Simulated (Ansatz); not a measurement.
# CH6AlN: two geometries relaxed

Aim: relax the geometries before and after the inversion of the pyramid at N3, and see whether they are two minima and how far apart in energy. SMILES of the start: [CH3][AlH][NH2].

Method: RKS PBE-D4/def2-mTZVP, in Ansatz 0.2.0.

## 1. The system as given

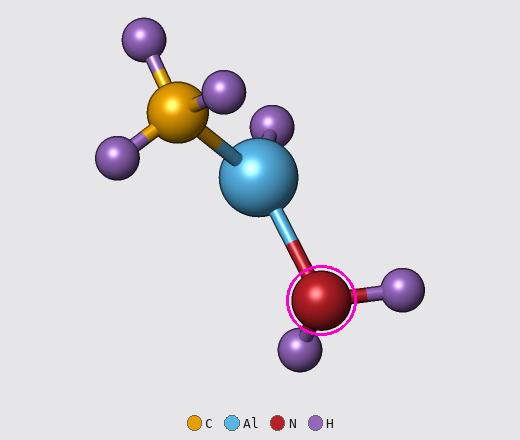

Start, viewed from a free direction; carbon amber, aluminium blue, nitrogen red, hydrogen purple. Ringed: N3.

Structure file:

```xyz
9

C    -0.8094    0.8366   -0.9814
Al    0.5775   -0.1481   -0.0785
N     0.1765   -1.0526    1.5471
H    -1.6197    0.2089   -1.2517
H    -0.4524    1.3284   -1.9392
H    -1.2264    1.6976   -0.3204
H     2.0717   -0.2070   -0.7083
H     0.4860   -2.0425    1.4028
H     0.8848   -0.6676    2.3125
```

## 2. End point A

input.yaml

```yaml
crystal:
  periodic: [false, false, false]
  atoms:
    - { symbol: C, position_ang: [-0.8094, 0.8366, -0.9814] }
    - { symbol: Al, position_ang: [0.5775, -0.1481, -0.0785] }
    - { symbol: "N", position_ang: [0.1765, -1.0526, 1.5471] }
    - { symbol: H, position_ang: [-1.6197, 0.2089, -1.2517] }
    - { symbol: H, position_ang: [-0.4524, 1.3284, -1.9392] }
    - { symbol: H, position_ang: [-1.2264, 1.6976, -0.3204] }
    - { symbol: H, position_ang: [2.0717, -0.207, -0.7083] }
    - { symbol: H, position_ang: [0.486, -2.0425, 1.4028] }
    - { symbol: H, position_ang: [0.8848, -0.6676, 2.3125] }
basis:
  gaussian: { orbitals: def2-mTZVP }
hamiltonian:
  xc: pbe
  dispersion: d4
relax:
  f_tol: 0.015
  max_steps: 40
```

On the command line:

```sh
> ansatz run input.yaml --threads 1 --pin off --max-ram 2048MiB --backend cpu --events-out ev --progress --plain --runs-dir out
```

Log, cut to the lines that bear on the results:

```text
Warning: RAYON_NUM_THREADS=1 ignored (pool sized by the plan → 1); use --threads N
[...]
Functional definition: PBE
[...]
817 factors; their error is unknown
[...]
mean field -9215.42574672 eV, -338.6606497519 hartree, gradient 2.3e-5 eV, S^2 0.000000; 0 other end points of the search recorded, 0 dependent functions left out
[...]
reference -9215.42579103 eV, -338.6606513804 hartree; 16, 16 occupied and 62, 62 virtual orbitals, 817 factors
relax step   1: F+E_penalty+E_count = -9215.54431777 eV  Δ(F+E_penalty+E_count) = +0.000e0 eV  max|allowed force component| = 2.591e0 eV/Å  Δτ_max = 0.0000 Å  (26 SCF iters, accepted)
[...]
relax step   4: F+E_penalty+E_count = -9215.96008150 eV  Δ(F+E_penalty+E_count) = -7.641e-2 eV  max|allowed force component| = 7.768e-1 eV/Å  Δτ_max = 0.2000 Å  (32 SCF iters, accepted)
[...]
relax step   7: F+E_penalty+E_count = -9216.30977316 eV  Δ(F+E_penalty+E_count) = -1.335e-1 eV  max|allowed force component| = 3.756e-1 eV/Å  Δτ_max = 0.2000 Å  (27 SCF iters, accepted)
[...]
relax step  10: F+E_penalty+E_count = -9216.37506610 eV  Δ(F+E_penalty+E_count) = -9.126e-4 eV  max|allowed force component| = 1.332e-1 eV/Å  Δτ_max = 0.0364 Å  (28 SCF iters, accepted)
[...]
relax step  13: F+E_penalty+E_count = -9216.37630370 eV  Δ(F+E_penalty+E_count) = +3.537e-4 eV  max|allowed force component| = 1.210e-1 eV/Å  Δτ_max = 0.0984 Å  (28 SCF iters, rejected (line search))
[...]
relax step  14: F+E_penalty+E_count = -9216.37699389 eV  Δ(F+E_penalty+E_count) = -3.365e-4 eV  max|allowed force component| = 4.848e-2 eV/Å  Δτ_max = 0.0480 Å  (28 SCF iters, accepted)
[...]
817 factors; their error is unknown
mean field -9216.25712782 eV, -338.6912024440 hartree, gradient 2.2e-5 eV, S^2 0.000000; 0 other end points of the search recorded, 0 dependent functions left out
```

## 3. The log goes on: end point A relaxed

Output, continued, cut to the lines that bear on the results:

```text
[...]
reference -9216.25717212 eV, -338.6912040719 hartree; 16, 16 occupied and 62, 62 virtual orbitals, 817 factors
relax step  15: F+E_penalty+E_count = -9216.37748739 eV  Δ(F+E_penalty+E_count) = -4.935e-4 eV  max|allowed force component| = 8.863e-2 eV/Å  Δτ_max = 0.0976 Å  (28 SCF iters, accepted)
[...]
relax step  17: F+E_penalty+E_count = -9216.37848128 eV  Δ(F+E_penalty+E_count) = -4.134e-4 eV  max|allowed force component| = 4.875e-3 eV/Å  Δτ_max = 0.0295 Å  (29 SCF iters, accepted)
[...]
relax step  19: F+E_penalty+E_count = -9216.37885081 eV  Δ(F+E_penalty+E_count) = -3.695e-4 eV  max|allowed force component| = 1.162e-2 eV/Å  Δτ_max = 0.0378 Å  (28 SCF iters, accepted)
[...]
relax step  21: F+E_penalty+E_count = -9216.37930264 eV  Δ(F+E_penalty+E_count) = -4.518e-4 eV  max|allowed force component| = 2.416e-2 eV/Å  Δτ_max = 0.0475 Å  (28 SCF iters, accepted)
[...]
Total energy: -9216.38011010 eV, -338.6957219594 hartree
Atom 0 at    -0.780762     0.894795    -0.895804 Å, force     0.001835    -0.005392     0.004371 eV/Å
Atom 1 at     0.597429    -0.353656    -0.261510 Å, force    -0.000421    -0.000803     0.007446 eV/Å
Atom 2 at     0.569161    -0.912360     1.437361 Å, force     0.002027    -0.003799     0.008385 eV/Å
Atom 3 at    -1.469114     0.410058    -1.607268 Å, force    -0.001694    -0.002996    -0.006211 eV/Å
Atom 4 at    -0.340537     1.751344    -1.430473 Å, force     0.003420     0.007566    -0.003243 eV/Å
Atom 5 at    -1.395098     1.299061    -0.076942 Å, force    -0.002775     0.001508     0.004882 eV/Å
Atom 6 at     1.780169    -0.937908    -1.167038 Å, force    -0.002263    -0.002176    -0.000498 eV/Å
Atom 7 at     1.238925    -1.564710     1.842376 Å, force    -0.006024     0.009411    -0.004763 eV/Å
Atom 8 at    -0.111573    -0.632923     2.142198 Å, force     0.005895    -0.003319    -0.010368 eV/Å
Dipole moment:    -0.106360     0.002809     0.216437 e Å
```

Wall time 2.4 min (1 thread of an x86-64 CPU, shared host); peak memory 0.14 GiB.

Step by step:

```
step  energy from step 1 (eV)  largest force component (eV/Å)
   1                   0.0000                          2.5912
   2                  -0.2466                          1.1882
   3                  -0.3394                          0.4506
   4                  -0.4158                          0.7768
   5                  -0.4949                          1.2699
   6                  -0.6320                          0.8650
   7                  -0.7655                          0.3756
   8                  -0.8242                          0.1651
   9                  -0.8298                          0.1269
  10                  -0.8307                          0.1332
  11                  -0.8318                          0.0495
  12                  -0.8323                          0.0110
 13x                  -0.8320                          0.1210
  14                  -0.8327                          0.0485
  15                  -0.8332                          0.0886
  16                  -0.8337                          0.0265
  17                  -0.8342                          0.0049
 18x                  -0.8195                          0.4269
  19                  -0.8345                          0.0116
 20x                  -0.8339                          0.1265
  21                  -0.8350                          0.0242
  22                  -0.8351                          0.0592
  23                  -0.8353                          0.0375
  24                  -0.8356                          0.0165
  25                  -0.8357                          0.0104
```

Step 1 is the start. 3 steps were tried and not accepted (marked x).

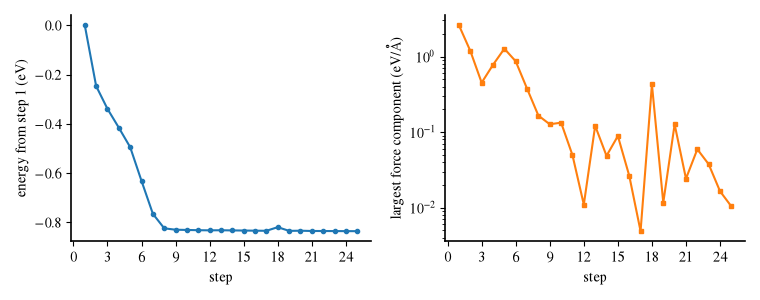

Energy and largest force along the relaxation.

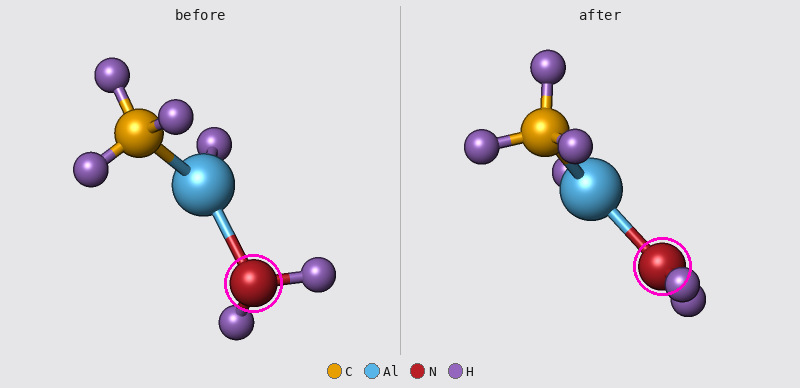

The structure before (left) and after (right), drawn at the same scale.

After: Bond lengths: C1–Al2 1.965 Å, Al2–N3 1.789 Å, C1–H4 1.102 Å, C1–H5 1.102 Å, C1–H6 1.101 Å, Al2–H7 1.600 Å, N3–H8 1.019 Å, N3–H9 1.019 Å. Angles: C1–Al2–N3 119.6°, C1–Al2–H7 124.6°, N3–Al2–H7 115.8°, Al2–C1–H4 111.5°, Al2–C1–H5 111.7°, Al2–C1–H6 112.6°, H4–C1–H5 106.2°, H4–C1–H6 107.0°, H5–C1–H6 107.4°, Al2–N3–H8 124.6°, Al2–N3–H9 125.6°, H8–N3–H9 109.9°.

## 4. End point B

The second end starts from a geometry with the move made by hand.

Changes to input.yaml since step 2:

```diff
@@ -10,4 +10,4 @@
     - { symbol: H, position_ang: [2.0717, -0.207, -0.7083] }
-    - { symbol: H, position_ang: [0.486, -2.0425, 1.4028] }
-    - { symbol: H, position_ang: [0.8848, -0.6676, 2.3125] }
+    - { symbol: H, position_ang: [-0.56619, -1.75026, 1.30585] }
+    - { symbol: H, position_ang: [-0.35299, -0.32381, 2.19845] }
 basis:
```

On the command line:

```sh
> ansatz run input.yaml --threads 1 --pin off --max-ram 2048MiB --backend cpu --events-out ev --progress --plain --runs-dir out
```

Log, cut to the lines that bear on the results:

```text
Warning: RAYON_NUM_THREADS=1 ignored (pool sized by the plan → 1); use --threads N
[...]
[... 1 set-up line as earlier in the session ...]
[...]
817 factors; their error is unknown
[...]
mean field -9215.38930965 eV, -338.6593107143 hartree, gradient 2.1e-5 eV, S^2 0.000000; 0 other end points of the search recorded, 0 dependent functions left out
[...]
reference -9215.38935466 eV, -338.6593123684 hartree; 16, 16 occupied and 62, 62 virtual orbitals, 817 factors
relax step   1: F+E_penalty+E_count = -9215.50942778 eV  Δ(F+E_penalty+E_count) = +0.000e0 eV  max|allowed force component| = 2.677e0 eV/Å  Δτ_max = 0.0000 Å  (26 SCF iters, accepted)
[...]
relax step   5: F+E_penalty+E_count = -9216.12131308 eV  Δ(F+E_penalty+E_count) = -1.255e-1 eV  max|allowed force component| = 8.495e-1 eV/Å  Δτ_max = 0.1919 Å  (27 SCF iters, accepted)
[...]
relax step   9: F+E_penalty+E_count = -9216.37288281 eV  Δ(F+E_penalty+E_count) = -5.569e-3 eV  max|allowed force component| = 1.317e-1 eV/Å  Δτ_max = 0.0870 Å  (28 SCF iters, accepted)
[...]
relax step  13: F+E_penalty+E_count = -9216.36847083 eV  Δ(F+E_penalty+E_count) = +8.620e-3 eV  max|allowed force component| = 3.077e-1 eV/Å  Δτ_max = 0.1688 Å  (26 SCF iters, rejected (line search))
[...]
relax step  15: F+E_penalty+E_count = -9216.37753442 eV  Δ(F+E_penalty+E_count) = -1.755e-4 eV  max|allowed force component| = 8.891e-2 eV/Å  Δτ_max = 0.0979 Å  (26 SCF iters, accepted)
[...]
relax step  16: F+E_penalty+E_count = -9216.37818673 eV  Δ(F+E_penalty+E_count) = -6.523e-4 eV  max|allowed force component| = 1.875e-2 eV/Å  Δτ_max = 0.0230 Å  (30 SCF iters, accepted)
[...]
817 factors; their error is unknown
[...]
```

## 5. The output, continued: end point B relaxed

Output, continued:

```text
mean field -9216.25805041 eV, -338.6912363483 hartree, gradient 2.4e-5 eV, S^2 0.000000; 0 other end points of the search recorded, 0 dependent functions left out
the calculation of the forces begins
reference -9216.25809460 eV, -338.6912379726 hartree; 16, 16 occupied and 62, 62 virtual orbitals, 817 factors
relax step  17: F+E_penalty+E_count = -9216.37841962 eV  Δ(F+E_penalty+E_count) = -2.329e-4 eV  max|allowed force component| = 2.364e-2 eV/Å  Δτ_max = 0.0283 Å  (29 SCF iters, accepted)
these checks for a lower state are left out or cut short: starts, cluster_reference, orbital_swaps, neighbouring_geometries, increment
817 factors; their error is unknown
mean field -9216.25841428 eV, -338.6912497205 hartree, gradient 2.3e-5 eV, S^2 0.000000; 0 other end points of the search recorded, 0 dependent functions left out
the calculation of the forces begins
reference -9216.25845842 eV, -338.6912513427 hartree; 16, 16 occupied and 62, 62 virtual orbitals, 817 factors
relax step  18: F+E_penalty+E_count = -9216.37878820 eV  Δ(F+E_penalty+E_count) = -3.686e-4 eV  max|allowed force component| = 7.019e-2 eV/Å  Δτ_max = 0.0732 Å  (29 SCF iters, accepted)
these checks for a lower state are left out or cut short: starts, cluster_reference, orbital_swaps, neighbouring_geometries, increment
817 factors; their error is unknown
mean field -9216.25879943 eV, -338.6912638745 hartree, gradient 2.3e-5 eV, S^2 0.000000; 0 other end points of the search recorded, 0 dependent functions left out
the calculation of the forces begins
reference -9216.25884357 eV, -338.6912654965 hartree; 16, 16 occupied and 62, 62 virtual orbitals, 817 factors
relax step  19: F+E_penalty+E_count = -9216.37917986 eV  Δ(F+E_penalty+E_count) = -3.917e-4 eV  max|allowed force component| = 3.674e-2 eV/Å  Δτ_max = 0.0122 Å  (29 SCF iters, accepted)
these checks for a lower state are left out or cut short: starts, cluster_reference, orbital_swaps, neighbouring_geometries, increment
817 factors; their error is unknown
mean field -9216.25913276 eV, -338.6912761240 hartree, gradient 2.4e-5 eV, S^2 0.000000; 0 other end points of the search recorded, 0 dependent functions left out
the calculation of the forces begins
reference -9216.25917689 eV, -338.6912777459 hartree; 16, 16 occupied and 62, 62 virtual orbitals, 817 factors
relax step  20: F+E_penalty+E_count = -9216.37952248 eV  Δ(F+E_penalty+E_count) = -3.426e-4 eV  max|allowed force component| = 2.223e-2 eV/Å  Δτ_max = 0.0200 Å  (29 SCF iters, accepted)
these checks for a lower state are left out or cut short: starts, cluster_reference, orbital_swaps, neighbouring_geometries, increment
817 factors; their error is unknown
mean field -9216.25944908 eV, -338.6912877487 hartree, gradient 2.3e-5 eV, S^2 0.000000; 0 other end points of the search recorded, 0 dependent functions left out
the calculation of the forces begins
reference -9216.25949325 eV, -338.6912893717 hartree; 16, 16 occupied and 62, 62 virtual orbitals, 817 factors
relax step  21: F+E_penalty+E_count = -9216.37985539 eV  Δ(F+E_penalty+E_count) = -3.329e-4 eV  max|allowed force component| = 2.574e-2 eV/Å  Δτ_max = 0.0499 Å  (28 SCF iters, accepted)
these checks for a lower state are left out or cut short: starts, cluster_reference, orbital_swaps, neighbouring_geometries, increment
817 factors; their error is unknown
mean field evaluation 160: about -9216.2593 eV, gradient 3.0e-1 eV
mean field -9216.25951969 eV, -338.6912903435 hartree, gradient 2.3e-5 eV, S^2 0.000000; 0 other end points of the search recorded, 0 dependent functions left out
the calculation of the forces begins
reference -9216.25956395 eV, -338.6912919701 hartree; 16, 16 occupied and 62, 62 virtual orbitals, 817 factors
relax step  22: F+E_penalty+E_count = -9216.37993758 eV  Δ(F+E_penalty+E_count) = -8.219e-5 eV  max|allowed force component| = 5.643e-2 eV/Å  Δτ_max = 0.0496 Å  (29 SCF iters, accepted)
these checks for a lower state are left out or cut short: starts, cluster_reference, orbital_swaps, neighbouring_geometries, increment
817 factors; their error is unknown
mean field -9216.25973167 eV, -338.6912981338 hartree, gradient 2.3e-5 eV, S^2 0.000000; 0 other end points of the search recorded, 0 dependent functions left out
the calculation of the forces begins
reference -9216.25977593 eV, -338.6912997603 hartree; 16, 16 occupied and 62, 62 virtual orbitals, 817 factors
relax step  23: F+E_penalty+E_count = -9216.38014231 eV  Δ(F+E_penalty+E_count) = -2.047e-4 eV  max|allowed force component| = 2.368e-2 eV/Å  Δτ_max = 0.0023 Å  (30 SCF iters, accepted)
these checks for a lower state are left out or cut short: starts, cluster_reference, orbital_swaps, neighbouring_geometries, increment
817 factors; their error is unknown
mean field -9216.25987670 eV, -338.6913034635 hartree, gradient 2.3e-5 eV, S^2 0.000000; 0 other end points of the search recorded, 0 dependent functions left out
the calculation of the forces begins
reference -9216.25992100 eV, -338.6913050915 hartree; 16, 16 occupied and 62, 62 virtual orbitals, 817 factors
relax step  24: F+E_penalty+E_count = -9216.38027950 eV  Δ(F+E_penalty+E_count) = -1.372e-4 eV  max|allowed force component| = 9.508e-3 eV/Å  Δτ_max = 0.0187 Å  (29 SCF iters, accepted)
these checks for a lower state are left out or cut short: starts, cluster_reference, orbital_swaps, neighbouring_geometries, increment
817 factors; their error is unknown
mean field -9216.25993690 eV, -338.6913056758 hartree, gradient 2.2e-5 eV, S^2 0.000000; 0 other end points of the search recorded, 0 dependent functions left out
the calculation of the forces begins
reference -9216.25998130 eV, -338.6913073073 hartree; 16, 16 occupied and 62, 62 virtual orbitals, 817 factors
relax step  25: F+E_penalty+E_count = -9216.38033030 eV  Δ(F+E_penalty+E_count) = -5.080e-5 eV  max|allowed force component| = 2.097e-2 eV/Å  Δτ_max = 0.0463 Å  (28 SCF iters, accepted)
these checks for a lower state are left out or cut short: starts, cluster_reference, orbital_swaps, neighbouring_geometries, increment
817 factors; their error is unknown
mean field evaluation 192: about -9216.2597 eV, gradient 2.2e-5 eV
mean field -9216.25965657 eV, -338.6912953737 hartree, gradient 2.2e-5 eV, S^2 0.000000; 0 other end points of the search recorded, 0 dependent functions left out
the calculation of the forces begins
reference -9216.25970110 eV, -338.6912970103 hartree; 16, 16 occupied and 62, 62 virtual orbitals, 817 factors
relax step  26: F+E_penalty+E_count = -9216.38004252 eV  Δ(F+E_penalty+E_count) = +2.878e-4 eV  max|allowed force component| = 6.009e-2 eV/Å  Δτ_max = 0.0452 Å  (29 SCF iters, rejected (line search))
these checks for a lower state are left out or cut short: starts, cluster_reference, orbital_swaps, neighbouring_geometries, increment
817 factors; their error is unknown
mean field -9216.26002394 eV, -338.6913088743 hartree, gradient 2.3e-5 eV, S^2 0.000000; 0 other end points of the search recorded, 0 dependent functions left out
the calculation of the forces begins
reference -9216.26006836 eV, -338.6913105068 hartree; 16, 16 occupied and 62, 62 virtual orbitals, 817 factors
relax step  27: F+E_penalty+E_count = -9216.38041635 eV  Δ(F+E_penalty+E_count) = -8.605e-5 eV  max|allowed force component| = 9.846e-3 eV/Å  Δτ_max = 0.0068 Å  (31 SCF iters, accepted)
817 factors; their error is unknown
mean field -9216.26002394 eV, -338.6913088743 hartree, gradient 2.8e-5 eV, S^2 0.000000; 1 other end points of the search recorded, 0 dependent functions left out
the calculation of the forces begins
reference -9216.26006836 eV, -338.6913105068 hartree; 16, 16 occupied and 62, 62 virtual orbitals, 817 factors
Total energy: -9216.38046077 eV, -338.6957348462 hartree
Atom 0 at    -0.834520     0.993044    -1.037078 Å, force    -0.003069    -0.004464    -0.001656 eV/Å
Atom 1 at     0.346408    -0.330508    -0.192264 Å, force     0.004918     0.001671     0.002628 eV/Å
Atom 2 at     0.039270    -0.840047     1.494249 Å, force    -0.009846     0.000399    -0.006376 eV/Å
Atom 3 at    -1.352587     0.571953    -1.914213 Å, force     0.000689     0.001129    -0.000559 eV/Å
Atom 4 at    -0.270456     1.865395    -1.404833 Å, force     0.001418     0.001552     0.000190 eV/Å
Atom 5 at    -1.609172     1.369634    -0.351740 Å, force     0.000145     0.000278     0.001143 eV/Å
Atom 6 at     1.603139    -1.013517    -0.909576 Å, force    -0.001509    -0.000377     0.000380 eV/Å
Atom 7 at     0.597140    -1.522996     2.003987 Å, force     0.001190     0.001549     0.001597 eV/Å
Atom 8 at    -0.720602    -0.503229     2.083369 Å, force     0.006064    -0.001738     0.002654 eV/Å
Dipole moment:    -0.136444     0.014078     0.198168 e Å
```

It took 2.5 min on 1 thread of an x86-64 CPU, shared host; peak memory 0.14 GiB.

Step by step:

```
step  energy from step 1 (eV)  largest force component (eV/Å)
   1                   0.0000                          2.6774
   2                  -0.2650                          1.2855
   3                  -0.3779                          0.8873
   4                  -0.4864                          1.0576
   5                  -0.6119                          0.8495
   6                  -0.7299                          0.7056
   7                  -0.8102                          0.4844
   8                  -0.8579                          0.2136
   9                  -0.8635                          0.1317
  10                  -0.8661                          0.0376
  11                  -0.8672                          0.0259
  12                  -0.8677                          0.0130
 13x                  -0.8590                          0.3077
  14                  -0.8679                          0.0208
  15                  -0.8681                          0.0889
  16                  -0.8688                          0.0187
  17                  -0.8690                          0.0236
  18                  -0.8694                          0.0702
  19                  -0.8698                          0.0367
  20                  -0.8701                          0.0222
  21                  -0.8704                          0.0257
  22                  -0.8705                          0.0564
  23                  -0.8707                          0.0237
  24                  -0.8709                          0.0095
  25                  -0.8709                          0.0210
 26x                  -0.8706                          0.0601
  27                  -0.8710                          0.0098
```

Step 1 is the start. 2 steps were tried and not accepted (marked x).

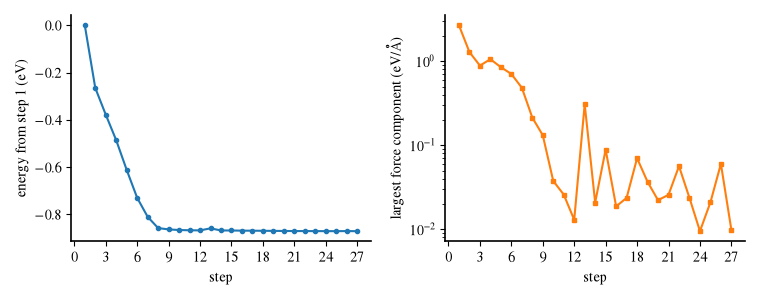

How energy and force went from step to step.

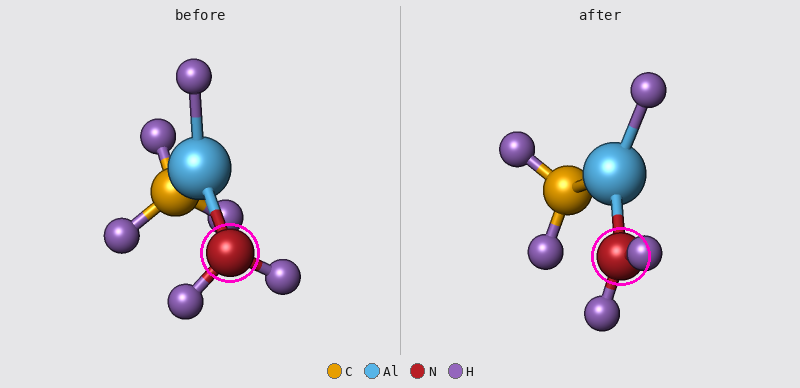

Before and after, at one scale.

After: Bond lengths: C1–Al2 1.965 Å, Al2–N3 1.788 Å, C1–H4 1.102 Å, C1–H5 1.102 Å, C1–H6 1.101 Å, Al2–H7 1.600 Å, N3–H8 1.019 Å, N3–H9 1.019 Å. Angles: C1–Al2–N3 119.6°, C1–Al2–H7 124.5°, N3–Al2–H7 115.9°, Al2–C1–H4 111.5°, Al2–C1–H5 111.7°, Al2–C1–H6 112.7°, H4–C1–H5 106.1°, H4–C1–H6 107.2°, H5–C1–H6 107.3°, Al2–N3–H8 124.7°, Al2–N3–H9 125.4°, H8–N3–H9 109.9°.

## 6. Outcome

| quantity | value |
| --- | --- |
| end A | 21 moves, 0.836 eV lower |
| end B | 24 moves, 0.871 eV lower |
| largest difference between the ends | 0.09 Å |
| end B relative to end A | -0.000 eV |

Both starts fell into the same minimum (no atom differs by more than 0.09 Å), so from this start no second minimum was found and no band was run; another arrangement could still be one.
